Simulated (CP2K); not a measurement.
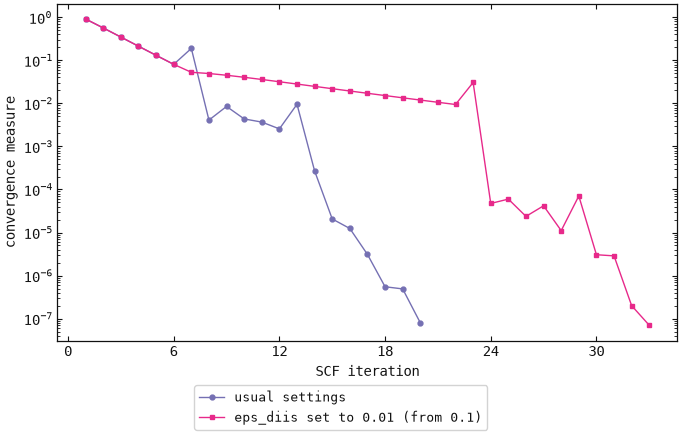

Two SCF runs that differ in one setting.
System: C2H5BBrN (SMILES CC#[N+][BH2-]Br).
Method: CP2K, RHF PM3.

> How did each SCF end?

“usual settings” converged in 20 iterations. “eps_diis set to 0.01 (from 0.1)” converged in 33 iterations. CP2K mixes the density linearly, with weight alpha, until the error falls below EPS_DIIS, and only then turns to DIIS. That happens at step 7 with the usual settings and at step 23 in the changed run. Both end at the same energy within 1 meV.
